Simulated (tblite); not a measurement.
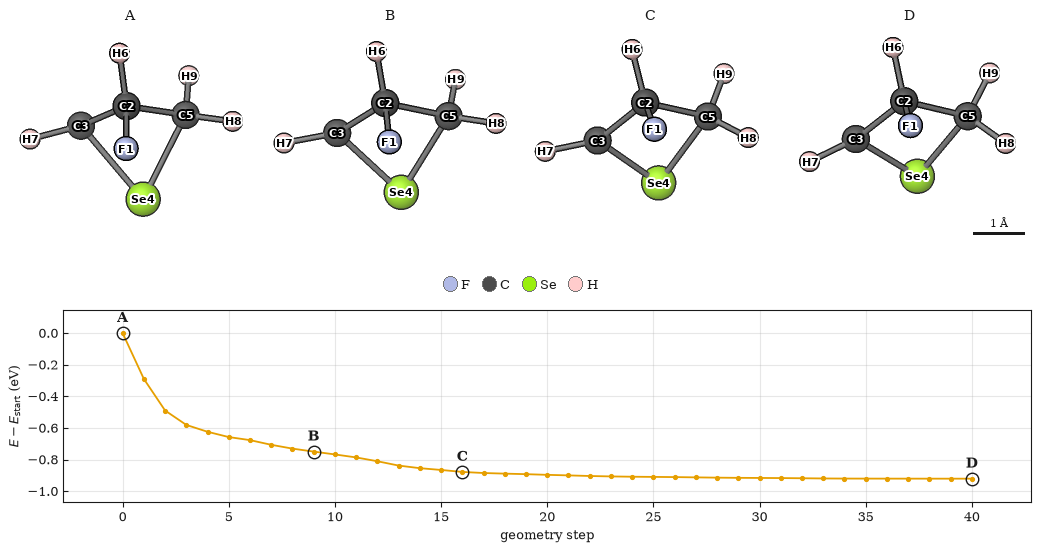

Frames of a relaxation of C₃H₄FSe (multiplicity 2), marked on the history of the run. The picture is a ball-and-stick view, seen from a free direction.

The calculation used GFN2-xTB geometry optimisation, gas phase in tblite. 

Question: What happens along the run?

Answer: Over 40 geometry steps the energy falls by 0.921 eV. Se4 moves most after the best rigid fit: 0.79 Å. By element the largest moves are Se 0.79 Å, H 0.52 Å, F 0.49 Å, C 0.36 Å. Some distances before and after: C3–Se4 1.940 → 1.865 Å, C2–C3 1.524 → 1.485 Å, F1–C2 1.358 → 1.392 Å, Se4–C5 1.954 → 1.981 Å. Among the angles between lasting bonds that change: C2–C3–H7 113.9° → 126.4°, C2–C3–Se4 86.9° → 98.3°, C3–C2–C5 87.5° → 97.4°. Groups turn about C2–C5 by about 40°, Se4–C5 by about 35°. From step 0 to 9: Se4 moves most (0.30 Å), energy −0.750 eV. From step 9 to 16: Se4 moves most (0.34 Å), energy −0.129 eV. From step 16 to 40: H7 moves most (0.27 Å), energy −0.043 eV.

| step | E − E(0), eV |
| --- | --- |
| 0 | 0.0000 |
| 1 | -0.2899 |
| 2 | -0.4898 |
| 3 | -0.5810 |
| 4 | -0.6243 |
| 5 | -0.6578 |
| 6 | -0.6771 |
| 7 | -0.7067 |
| 8 | -0.7308 |
| 9 | -0.7497 |
| 10 | -0.7677 |
| 12 | -0.8107 |
| 13 | -0.8381 |
| 15 | -0.8658 |
| 16 | -0.8782 |
| 18 | -0.8890 |
| 19 | -0.8924 |
| 21 | -0.9001 |
| 23 | -0.9067 |
| 24 | -0.9086 |
| 26 | -0.9109 |
| 27 | -0.9127 |
| 29 | -0.9157 |
| 31 | -0.9171 |
| 32 | -0.9183 |
| 34 | -0.9203 |
| 35 | -0.9205 |
| 37 | -0.9208 |
| 38 | -0.9209 |
| 40 | -0.9209 |
